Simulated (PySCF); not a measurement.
Consider C₇H₉S (charge −1).

Input file:

```
{"job": {"kind": "uv", "xc": "PBE0", "basis": "def2-SVPD", "nstates": 6, "ntriplets": 2}, "charge": -1, "multiplicity": 1}
C      3.230834     0.168654     0.275549
C      1.795676     0.150253     0.061359
C      0.607213     0.128139    -0.112836
C     -0.806663     0.071219    -0.283869
C     -1.472954     1.434921    -0.304480
C     -1.361598    -1.003309    -1.195320
C     -1.586177    -1.119890     0.287359
S     -0.879761    -2.402200     1.258119
H      3.495056     0.934539     1.008364
H      3.761022     0.378738    -0.657679
H      3.556088    -0.801828     0.652736
H     -1.265410     1.973586     0.621151
H     -2.552419     1.328775    -0.406836
H     -1.103061     2.036841    -1.139639
H     -0.648649    -1.684731    -1.639297
H     -2.186491    -0.736255    -1.848748
H     -2.589702    -0.845420     0.622500
```

Run with:

```sh
OMP_NUM_THREADS=1 python probes_run.py task.json out
```

Geometry: GFN2-xTB.

The calculation used PySCF 2.14.0, PBE0/def2-SVPD, SCF density, gas phase.

What will maps of the electron density and electron localisation function show?

Answer. C–C (1.20 Å): ρ at the midpoint is about 2.7 e/Å³; the ELF peaks at about 0.80 between the atoms; a short, multiple covalent bond.
C–S (1.76 Å): the density is about 1.3 e/Å³ at the midpoint; the ELF peaks at about 0.90 between the atoms, as expected for localised, covalent bonding.
C–H (1.09 Å): ρ is about 1.9 e/Å³ halfway; the ELF climbs to about 1 towards the hydrogen, as it does in any bond to H; an ordinary covalent bond to hydrogen.

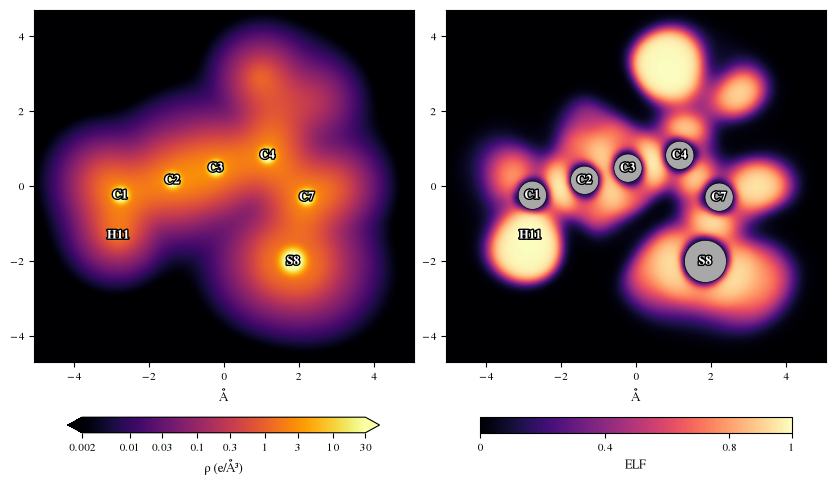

Computed electron density and electron localisation function on the plane of atoms C3, C4 and C7, in this order. Grey discs cover the atomic cores in the ELF map. 
